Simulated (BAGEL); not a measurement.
**CH4BFSe (SMILES C[Se]BF) at HF/6-31G(d) (density fitting with qzvpp-jkfit, spherical functions)**

What is the energy change on altering one bond length of CH4BFSe at HF/6-31G* (density fitting with qzvpp-jkfit, spherical functions)? 

Program for the calculation: BAGEL 1.2.2.

4 further runs of the same task are left out: 2 that didn't finish, 2 set aside as unsound or not needed. Runs told in other sessions of the task aren't counted.

### Step 1. The molecule

CH4BFSe: 8 atoms, total charge 0, spin state singlet. As SMILES, `C[Se]BF`. The coordinates come from a PBE0-D4/def2-TZVP relaxation. This is one conformer, not always the lowest.

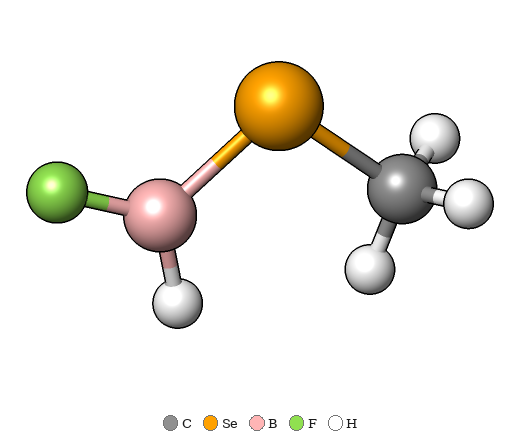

Viewed from a chosen angle; carbon grey, selenium orange, boron pink, fluorine green, hydrogen white.

### Step 2. A single-point energy at HF/6-31G(d) (density fitting with qzvpp-jkfit, spherical functions)

Input file calc.json:

```json
{ "bagel": [

{
  "title": "molecule",
  "basis": "6-31gs.json",
  "df_basis": "qzvpp-jkfit",
  "angstrom": "true",
  "geometry": [
    { "atom": "C", "xyz": [   -0.616800,    1.012200,   -0.552300 ] },
    { "atom": "Se", "xyz": [    0.736900,    0.681100,    0.812600 ] },
    { "atom": "B", "xyz": [    0.806100,   -1.235400,    0.688400 ] },
    { "atom": "F", "xyz": [    1.634200,   -1.902200,    1.474400 ] },
    { "atom": "H", "xyz": [   -0.942100,    0.061000,   -0.968400 ] },
    { "atom": "H", "xyz": [   -1.457800,    1.525900,   -0.092200 ] },
    { "atom": "H", "xyz": [   -0.182300,    1.632700,   -1.332700 ] },
    { "atom": "H", "xyz": [    0.114100,   -1.832300,   -0.085600 ] }
  ]
},
{ "title": "hf" },
{ "title": "print", "file": "orbitals.molden", "orbitals": "true" }

]}
```

The basis set 6-31G* is read from a file made from the Basis Set Exchange's data (not shown).

Command:

```
BAGEL_NUM_THREADS=1 BAGEL calc.json > calc.out
```

The log of the run:

```text
* using 1 threads per process

  ===============================================================
  ===============================================================

  *** Geometry ***

  { "atom" : "C", "xyz" : [     -1.165583,      1.912781,     -1.043696 ] },
  { "atom" : "Se", "xyz" : [      1.392539,      1.287092,      1.535591 ] },
  { "atom" : "B", "xyz" : [      1.523308,     -2.334568,      1.300887 ] },
  { "atom" : "F", "xyz" : [      3.088190,     -3.594637,      2.786212 ] },
  { "atom" : "H", "xyz" : [     -1.780311,      0.115273,     -1.830011 ] },
  { "atom" : "H", "xyz" : [     -2.754843,      2.883533,     -0.174233 ] },
  { "atom" : "H", "xyz" : [     -0.344497,      3.085356,     -2.518438 ] },
  { "atom" : "H", "xyz" : [      0.215618,     -3.462545,     -0.161761 ] },

  Number of auxiliary basis functions:      565

  Since a DF basis is specified, we compute 2- and 3-index integrals:
    o Being stored without compression. Storage requirement is 0.030 GB

  Number of basis functions:       82
  Number of electrons      :       58

    * METHOD: MOLECULE                             0.30

  *** RHF ***

  === Nuclear Repulsion ===
   239.0582970931

      * DIIS with orbital gradients will be used.

  === RHF iteration (6-31gs.json) ===
      0      -2563.79026481          0.01563196           0.09
      1      -2563.89082266          0.00887434           0.08
      2      -2563.92367502          0.00145160           0.08
      3      -2563.92521606          0.00030987           0.08
      4      -2563.92528394          0.00010530           0.08
      5      -2563.92529375          0.00003112           0.08
      6      -2563.92529533          0.00001147           0.08
      7      -2563.92529558          0.00000366           0.08
      8      -2563.92529561          0.00000131           0.08
      9      -2563.92529561          0.00000055           0.08
     10      -2563.92529561          0.00000014           0.08
     11      -2563.92529561          0.00000005           0.08
     12      -2563.92529561          0.00000001           0.09
     13      -2563.92529561          0.00000001           0.08
    * SCF iteration converged.

    * Permanent dipole moment:
           (    0.644048,    -0.171051,     0.647678) a.u.

    * METHOD: HF                                   1.40

    * METHOD: PRINT                                0.01

  ===============================================================
```

It took 1.9 s on 1 thread of Arm Neoverse V2, shared host; peak memory 0.14 GiB.

### Step 3. The distorted shape

Input file input.json:

```json
{ "bagel": [

{
  "title": "molecule",
  "basis": "6-31gs.json",
  "df_basis": "qzvpp-jkfit",
  "angstrom": true,
  "geometry": [
    { "atom": "C", "xyz": [   -1.022937,    1.111537,   -0.961797 ] },
    { "atom": "Se", "xyz": [    0.736900,    0.681100,    0.812600 ] },
    { "atom": "B", "xyz": [    0.806100,   -1.235400,    0.688400 ] },
    { "atom": "F", "xyz": [    1.634200,   -1.902200,    1.474400 ] },
    { "atom": "H", "xyz": [   -1.348237,    0.160337,   -1.377897 ] },
    { "atom": "H", "xyz": [   -1.863937,    1.625237,   -0.501697 ] },
    { "atom": "H", "xyz": [   -0.588437,    1.732037,   -1.742197 ] },
    { "atom": "H", "xyz": [    0.114100,   -1.832300,   -0.085600 ] }
  ]
},
{
  "title": "hf"
},
{
  "title": "print",
  "file": "orbitals.molden",
  "orbitals": true
}

]}
```

The basis set 6-31G* is read from a file made from the Basis Set Exchange's data (not shown).

Command:

```
BAGEL_NUM_THREADS=1 BAGEL input.json > input.out
```

The log of the run:

```text
* using 1 threads per process

  ===============================================================
  ===============================================================

  *** Geometry ***

  { "atom" : "C", "xyz" : [     -1.933071,      2.100501,     -1.817533 ] },
  { "atom" : "Se", "xyz" : [      1.392539,      1.287092,      1.535591 ] },
  { "atom" : "B", "xyz" : [      1.523308,     -2.334568,      1.300887 ] },
  { "atom" : "F", "xyz" : [      3.088190,     -3.594637,      2.786212 ] },
  { "atom" : "H", "xyz" : [     -2.547799,      0.302993,     -2.603848 ] },
  { "atom" : "H", "xyz" : [     -3.522330,      3.071253,     -0.948070 ] },
  { "atom" : "H", "xyz" : [     -1.111985,      3.273076,     -3.292275 ] },
  { "atom" : "H", "xyz" : [      0.215618,     -3.462545,     -0.161761 ] },

  Number of auxiliary basis functions:      565

  Since a DF basis is specified, we compute 2- and 3-index integrals:
    o Being stored without compression. Storage requirement is 0.030 GB

  Number of basis functions:       82
  Number of electrons      :       58

    * METHOD: MOLECULE                             0.30

  *** RHF ***

  === Nuclear Repulsion ===
   220.2423114768

      * DIIS with orbital gradients will be used.

  === RHF iteration (6-31gs.json) ===
      0      -2563.73570379          0.01537993           0.09
      1      -2563.83359973          0.00908965           0.08
      2      -2563.86854496          0.00137775           0.08
      3      -2563.87002500          0.00026387           0.08
      4      -2563.87008954          0.00009785           0.09
      5      -2563.87010079          0.00003505           0.09
      6      -2563.87010304          0.00001230           0.09
      7      -2563.87010337          0.00000419           0.09
      8      -2563.87010339          0.00000165           0.08
      9      -2563.87010340          0.00000044           0.08
     10      -2563.87010340          0.00000015           0.08
     11      -2563.87010340          0.00000005           0.08
     12      -2563.87010340          0.00000002           0.08
     13      -2563.87010340          0.00000001           0.08
    * SCF iteration converged.

    * Permanent dipole moment:
           (    0.890393,    -0.232691,     0.895794) a.u.

    * METHOD: HF                                   1.42

    * METHOD: PRINT                                0.01

  ===============================================================
```

It took 1.9 s on 1 thread of Arm Neoverse V2, shared host; peak memory 0.14 GiB.

### Step 4. What came out

At HF/6-31G* (density fitting with qzvpp-jkfit, spherical functions):

```
                                                          quantity           value
                                         first shape: total energy  -2563.92530 Eh
                                        first shape: dipole moment          2.36 D
                                          first shape: HOMO energy        -9.59 eV
                                          first shape: LUMO energy         3.56 eV
                                        first shape: HOMO–LUMO gap        13.15 eV
                                     distorted shape: total energy  -2563.87010 Eh
                                    distorted shape: dipole moment          3.26 D
                                      distorted shape: HOMO energy        -9.64 eV
                                      distorted shape: LUMO energy         1.36 eV
                                    distorted shape: HOMO–LUMO gap        11.01 eV
energy change with the C1–Se2 bond stretched from 1.951 to 2.536 Å        1.502 eV
```

In words: With the C1–Se2 bond stretched from 1.951 to 2.536 Å the energy rises by 1.50 eV (35 kcal/mol). The first shape isn't relaxed at this level, so the change isn't measured from a minimum.
